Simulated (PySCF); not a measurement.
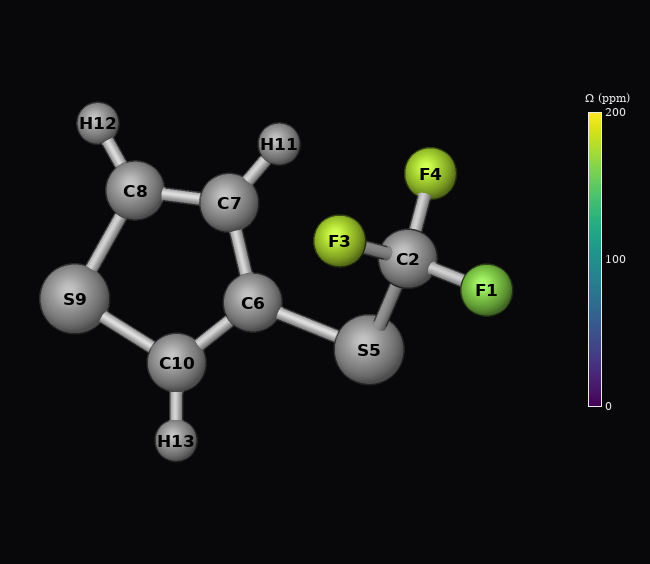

The F atoms are coloured by the span of their shielding tensor. Geometry: an image of a reaction path computed with GFN2-xTB, not a minimum. Level of theory: GIAO PBE0/pcSseg-1 NMR shielding, non-relativistic, gas phase (PySCF 2.14.0). Principal shieldings σ11 ≤ σ22 ≤ σ33, span Ω = σ33 − σ11, skew κ = 3(σiso − σ22)/Ω.

Give the shielding tensors of the F atoms.

```tsv
atom	σ11	σ22	σ33	σiso	Ω	κ
F1	160.8	216.9	324.7	234.1	163.8	0.32
F3	143.5	202.2	319.8	221.8	176.3	0.33
F4	144.0	182.2	319.3	215.2	175.3	0.56
```

Shieldings and span in ppm.
